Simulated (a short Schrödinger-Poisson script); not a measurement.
Structure: gated Al0.3Ga0.7As/GaAs δ-doped gas, at 77 K.

| layer | material | thickness (nm) | Na (cm⁻³) |
|---|---|---|---|
| 1 | Al0.3Ga0.7As | 8 | - |
| 2 | Al0.3Ga0.7As | 10 | - |
| 3 | GaAs | 6000 | 7e14 |

Constants are typed, rounded textbook-type inputs, not results; the design itself was drawn at random and stands for no fabricated device. Al0.3Ga0.7As: permittivity 12.05, conduction-band edge (eV) 0.237, gap (eV) 1.798, electron mass (mₑ) 0.0919, Nv at 300 K (cm⁻³) 9e18. GaAs: permittivity 12.9, conduction-band edge (eV) 0, gap (eV) 1.424, Nv at 300 K (cm⁻³) 9e18.

Channel valleys (confinement mass, in-plane density-of-states mass, number): Γ 0.067, 0.067, 1. At the gate the conduction-band edge of layer 1 lies 0.99 eV − eVg above the Fermi level of the channel; the field vanishes at the back. Sheet of ionised δ-doping: +5.7e12 e/cm² at 8 nm from the gate. The barrier under the gate holds no holes. Gaps are held at their typed values at every temperature. Mesh 0.08 nm at interfaces.

Solved with a short Schrödinger-Poisson script written for these runs: 1D Poisson equation in equilibrium, electrons quantum, Hartree (BenDaniel-Duke, 40 states a valley, the channel's in-plane mass for all, wave functions free to enter the barrier), parabolic valleys, classical holes, full ionisation, no traps, pinning or gate leakage.

Only gate voltages with over 1e8 electrons/cm² are shown.

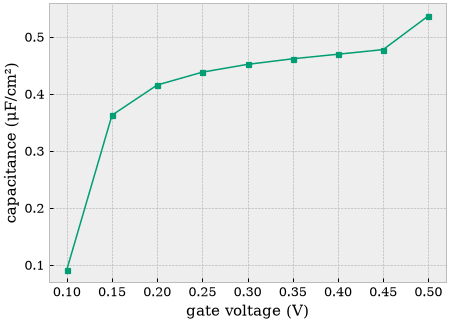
*Quasi-static capacitance against gate voltage*

| Vg (V) | electrons (cm⁻²) | in the channel layer | C (μF/cm²) | Γ E0 (meV) | Γ E1 (meV) |
|---|---|---|---|---|---|
| 0.5 | 1.07e12 | 1.02e12 | 0.537 | -34.5 | 3.3 |
| 0.45 | 9.15e11 | 8.83e11 | 0.478 | -30.0 | 5.4 |
| 0.4 | 7.68e11 | 7.45e11 | 0.470 | -25.3 | 7.7 |
| 0.35 | 6.23e11 | 6.07e11 | 0.462 | -20.6 | 10.2 |
| 0.3 | 4.80e11 | 4.70e11 | 0.452 | -15.6 | 12.9 |
| 0.25 | 3.41e11 | 3.36e11 | 0.438 | -10.3 | 16.0 |
| 0.2 | 2.08e11 | 2.05e11 | 0.416 | -4.3 | 19.8 |
| 0.15 | 8.50e10 | 8.43e10 | 0.363 | 4.0 | 25.8 |
| 0.1 | 4.31e9 | 4.29e9 | 0.0918 | 25.2 | 45.3 |

Subbands count from the Fermi level.
